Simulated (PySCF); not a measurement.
SMILES c1([SiH2][SiH2]OC)sccc1 (C5H10OSSi2) at its GFN2-xTB optimised geometry (Å):

```
19

C     -4.9461    -3.4073     2.5551
O     -3.9333    -2.9435     1.7192
Si    -2.9591    -1.6628     1.9460
Si    -1.7133    -1.7989     0.0204
C     -0.5200    -0.3515     0.0000
C      0.8428    -0.3515     0.0000
C      1.4201     0.9366     0.0000
C      0.4845     1.9192     0.0006
S     -1.1120     1.2808     0.0018
H     -5.4111    -4.2724     2.0811
H     -4.5415    -3.7028     3.5260
H     -5.7018    -2.6348     2.7151
H     -3.7625    -0.4415     2.1348
H     -2.2300    -1.8003     3.2214
H     -0.8468    -2.9816    -0.1152
H     -2.4800    -1.7167    -1.2351
H      1.4181    -1.2601    -0.0026
H      2.4800     1.1208    -0.0021
H      0.6277     2.9816    -0.0028
```

Computed with CAM-B3LYP/def2-SVP in PySCF.

Map of the Laplacian of the electron density (e/bohr⁵) on the plane z = 1.0 Å:

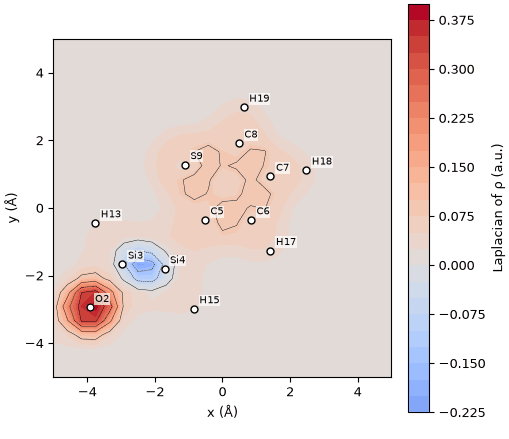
*Laplacian of the electron density (e/bohr⁵) on the plane z = 1.0 Å.*
